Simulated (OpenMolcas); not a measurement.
**Run report: Se²⁺, multiconfigurational calculation (part 2 of 2)**

The same run, continued: Se²⁺. Method: state-averaged RASSCF, active space 2 electrons in the shells 4p 4d 5s; RAS3 4d 5s with at most 1 electron, basis ANO-RCC, DKH2 scalar Hamiltonian, spin-orbit coupling by RASSI with atomic mean-field integrals (OpenMolcas).

## Output (extracts), continued
```
--- RASSI ---
SPIN-FREE ENERGIES:
  (Shifted by EMIN (a.u.) =      -2426.8964984908)

 SF State       Relative EMIN(au)   Rel lowest level(eV)    D:o, cm**(-1)      L_eff

     1             0.0000000000        0.0000000000              0.0000         1.0
     2             0.0000000000        0.0000000000              0.0000         1.0
     3             0.0000000000        0.0000000000              0.0000         1.0
     4             0.0574379836        1.5629671566          12606.1803         2.0
     5             0.0574379836        1.5629671566          12606.1803         2.0
     6             0.0574379836        1.5629671566          12606.1803         2.0
     7             0.0574379836        1.5629671566          12606.1803         2.0
     8             0.0574379836        1.5629671566          12606.1803         2.0
     9             0.1426713757        3.8822859097          31312.7476         0.0
    10             0.5505028465       14.9799455859         120821.4093         3.0
    11             0.5505028465       14.9799455859         120821.4093         3.0
    12             0.5505028465       14.9799455859         120821.4093         3.0
    13             0.5505028465       14.9799455859         120821.4093         3.0
    14             0.5505028465       14.9799455859         120821.4093         3.0
    15             0.5505028465       14.9799455859         120821.4093         3.0
    16             0.5505028465       14.9799455859         120821.4093         3.0
    28             0.5672103982       15.4345812292         124488.2931         2.0
    29             0.5672103982       15.4345812292         124488.2931         2.0
    30             0.5672103982       15.4345812292         124488.2931         2.0
    31             0.5672103982       15.4345812292         124488.2931         2.0
    32             0.5672103982       15.4345812292         124488.2931         2.0
    17             0.5777850894       15.7223332360         126809.1695         1.0
    18             0.5777850894       15.7223332360         126809.1695         1.0
    19             0.5777850894       15.7223332360         126809.1695         1.0
    33             0.5926577117       16.1270379057         130073.3328         1.0
    34             0.5926577117       16.1270379057         130073.3328         1.0
    35             0.5926577117       16.1270379057         130073.3328         1.0
    22             0.6078894161       16.5415136966         133416.3055         1.0
    20             0.6078894161       16.5415136966         133416.3055         1.0
    21             0.6078894161       16.5415136966         133416.3055         1.0
    23             0.6098113827       16.5938130723         133838.1284         2.0
    24             0.6098113827       16.5938130723         133838.1284         2.0
    25             0.6098113827       16.5938130723         133838.1284         2.0
    26             0.6098113827       16.5938130723         133838.1284         2.0
    27             0.6098113827       16.5938130723         133838.1284         2.0
    36             0.6800133825       18.5041068024         149245.6864         1.0
    37             0.6800133825       18.5041068024         149245.6864         1.0
    38             0.6800133825       18.5041068024         149245.6864         1.0
    39             0.6802796117       18.5113512697         149304.1170         3.0
    40             0.6802796117       18.5113512697         149304.1170         3.0
Eigenvalues of complex Hamiltonian:
   -----------------------------------
  (Shifted by EMIN (a.u.) =      -2426.8964984908)

 SO State       Relative EMIN(au)   Rel lowest level(eV)    D:o, cm**(-1)     J-value

     1            -0.0120132216        0.0000000000              0.0000        -0.0
     2            -0.0052904464        0.1829360328           1475.4786         0.6
     3            -0.0052904464        0.1829360328           1475.4786         1.0
     4            -0.0052904464        0.1829360328           1475.4786         0.6
     5             0.0042490678        0.4425194400           3569.1600         1.1
     6             0.0042490678        0.4425194400           3569.1600         1.8
     7             0.0042490678        0.4425194400           3569.1600         1.3
     8             0.0042490678        0.4425194400           3569.1600         1.8
     9             0.0042490678        0.4425194400           3569.1600         1.7
    10             0.0584793622        1.9182009268          15471.3339         1.3
    11             0.0584793622        1.9182009268          15471.3339         1.8
    12             0.0584793622        1.9182009268          15471.3339         1.0
    13             0.0584793622        1.9182009268          15471.3339         1.8
    14             0.0584793622        1.9182009268          15471.3339         1.8
    15             0.1441037044        4.2481579753          34263.7048         0.0
    16             0.5410309683       15.0490990642         121379.1697         1.3
    17             0.5410309683       15.0490990643         121379.1697         1.8
    18             0.5410309683       15.0490990643         121379.1697         1.8
    19             0.5410309683       15.0490990642         121379.1697         1.4
    20             0.5410309683       15.0490990642         121379.1697         1.5
    21             0.5477590841       15.2321804210         122855.8204         1.5
    22             0.5477590841       15.2321804212         122855.8204         2.8
    23             0.5477590841       15.2321804210         122855.8204         2.5
    24             0.5477590841       15.2321804211         122855.8204         2.4
    25             0.5477590841       15.2321804211         122855.8204         2.4
    26             0.5477590841       15.2321804210         122855.8204         2.0
    27             0.5477590841       15.2321804212         122855.8204         2.8
    28             0.5564999333       15.4700310448         124774.2151         2.1
    29             0.5564999333       15.4700310448         124774.2151         2.2
    30             0.5564999333       15.4700310448         124774.2151         3.4
    31             0.5564999333       15.4700310448         124774.2151         3.3
    32             0.5564999333       15.4700310448         124774.2151         3.3
    33             0.5564999333       15.4700310448         124774.2151         3.1
    34             0.5564999333       15.4700310448         124774.2151         3.4
    35             0.5564999333       15.4700310448         124774.2151         3.8
    36             0.5564999333       15.4700310448         124774.2151         3.8
    37             0.5670571457       15.7573074305         127091.2554         0.0
    38             0.5672159014       15.7616273921         127126.0983         1.8
    39             0.5672159014       15.7616273921         127126.0983         1.8
    40             0.5672159014       15.7616273921         127126.0983         1.5
    41             0.5672159014       15.7616273921         127126.0983         1.4
Weights of the five most important spin-orbit-free states for each spin-orbit state.

 SO State  Total energy (au)           Spin-free states, spin, and weights
 -------------------------------------------------------------------------------------------------------
    1        -0.012013       1 1.0  0.3303    2 1.0  0.3303    3 1.0  0.3303    9 0.0  0.0092    8 0.0  0.0000
    2        -0.005290       2 1.0  0.5000    3 1.0  0.4963    1 1.0  0.0037    7 0.0  0.0000    5 0.0  0.0000
    3        -0.005290       1 1.0  0.4999    3 1.0  0.4847    2 1.0  0.0154    6 0.0  0.0000    4 0.0  0.0000
    4        -0.005290       1 1.0  0.4964    2 1.0  0.4846    3 1.0  0.0189    9 0.0  0.0000    7 0.0  0.0000
    5         0.004249       3 1.0  0.5544    1 1.0  0.3718    2 1.0  0.0546    6 0.0  0.0116    5 0.0  0.0054
    6         0.004249       2 1.0  0.4904    3 1.0  0.4904    4 0.0  0.0192    1 1.0  0.0000    5 0.0  0.0000
    7         0.004249       3 1.0  0.5827    1 1.0  0.2452    2 1.0  0.1528    5 0.0  0.0101    6 0.0  0.0074
    8         0.004249       2 1.0  0.4904    1 1.0  0.4904    7 0.0  0.0192    3 1.0  0.0000    6 0.0  0.0000
    9         0.004249       1 1.0  0.5272    2 1.0  0.4464    8 0.0  0.0153    3 1.0  0.0071    5 0.0  0.0037
   10         0.058479       8 0.0  0.9807    1 1.0  0.0128    2 1.0  0.0033    3 1.0  0.0031    5 0.0  0.0001
   11         0.058479       7 0.0  0.9808    1 1.0  0.0096    2 1.0  0.0096    3 1.0  0.0000    4 0.0  0.0000
   12         0.058479       6 0.0  0.9808    1 1.0  0.0096    3 1.0  0.0096    8 0.0  0.0000    2 1.0  0.0000
```

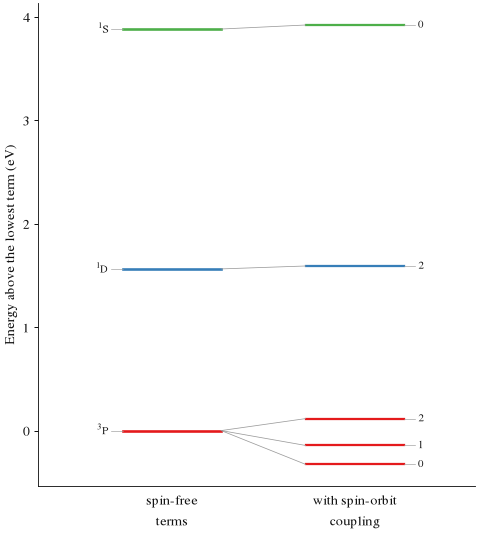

Fig. 1: Terms of Se²⁺ without and with spin-orbit coupling; numbers at the right are J. ³P (at 0) splits over 0.443 eV into J = 0, 1, 2 from the bottom up (normal); ¹D (at 1.56 eV) gives the one level J = 2; ¹S (at 3.88 eV) gives the one level J = 0. The ground level lies 0.327 eV below the lowest term.

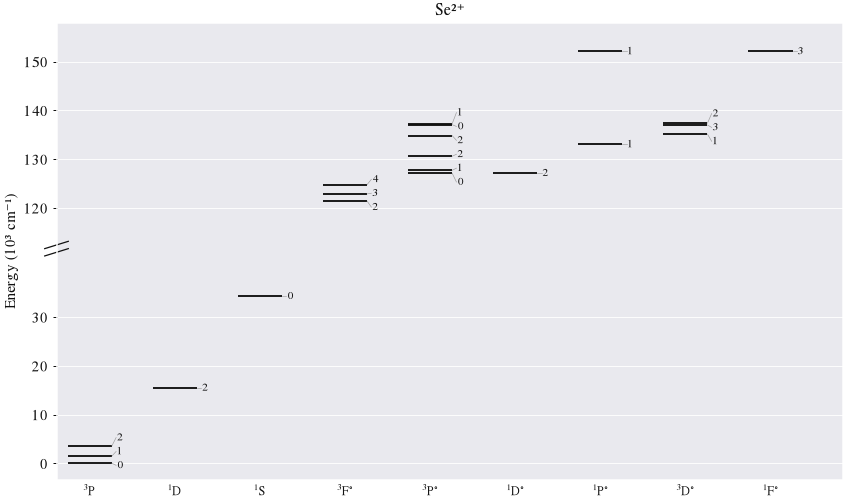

Fig. 2: Level diagram of Se²⁺. The lowest level is 4p² ³P₀. The first excited level, 4p² ³P₁, lies at 1,480 cm⁻¹. The ground term spreads over 3,570 cm⁻¹ in the order J = 0, 1, 2, a normal multiplet. Among those computed, the lowest level of opposite parity, 4p 4d ³F°₂, is at 121,000 cm⁻¹. The leading LS term holds 90 % of a level on average, 99 % of the ground level. Spin-orbit coupling puts the ground level 2,640 cm⁻¹ below the lowest spin-free term.

| Configuration | Level | E (cm⁻¹) |
| --- | --- | --- |
| 4p² | ³P₀ | 0 |
| 4p² | ³P₁ | 1,475 |
| 4p² | ³P₂ | 3,569 |
| 4p² | ¹D₂ | 15,470 |
| 4p² | ¹S₀ | 34,260 |
| 4p 4d | ³F°₂ | 121,400 |
| 4p 4d | ³F°₃ | 122,900 |
| 4p 4d | ³F°₄ | 124,800 |
| 4p 5s | ³P°₀ | 127,100 |
| 4p 4d | ¹D°₂ | 127,100 |
| 4p 5s | ³P°₁ | 127,700 |
| 4p 5s | ³P°₂ | 130,600 |
| 4p 5s | ¹P°₁ | 133,000 |
| 4p 4d | ³P°₂ | 134,800 |
| 4p 4d | ³D°₁ | 135,100 |
| 4p 4d | ³D°₃ | 137,000 |
| 4p 4d | ³P°₀ | 137,000 |
| 4p 4d | ³P°₁ | 137,200 |

Outcome of the run: converged.
